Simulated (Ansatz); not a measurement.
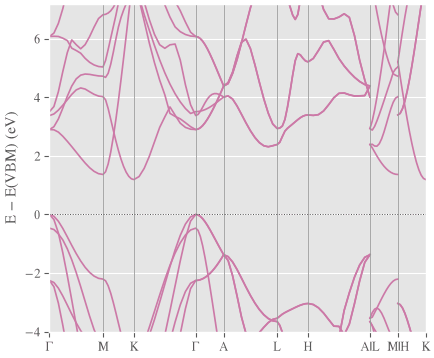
Figure: Band structure from r²SCAN (plane waves, PAW; program Ansatz)

Problem. Read off the gap and where the band edges lie.

Solution. About 1.2 eV (1.19 eV by a search for the band edges); maximum at Γ, minimum at K.

Problem. Which compound is it?
A) SiC, 4H polytype
B) Si, P6_3/mmc (Si on 4f)
C) BP, wurtzite
D) Ge, P6_3/mmc (Ge on 4e, Ge on 4f)

Solution. C, BP, wurtzite

Space group P6_3mc (wurtzite). The first step of the workflow began from a Materials Project structure, measured or hypothetical; the Crystallography Open Database copy checked does not list it. It is not the phase usual at ambient conditions (space group No. 216). The r²SCAN relaxation kept the symmetry of its start; phonons on a q-mesh show no instability.

Potentials: the earlier of the program's two PAW sets.
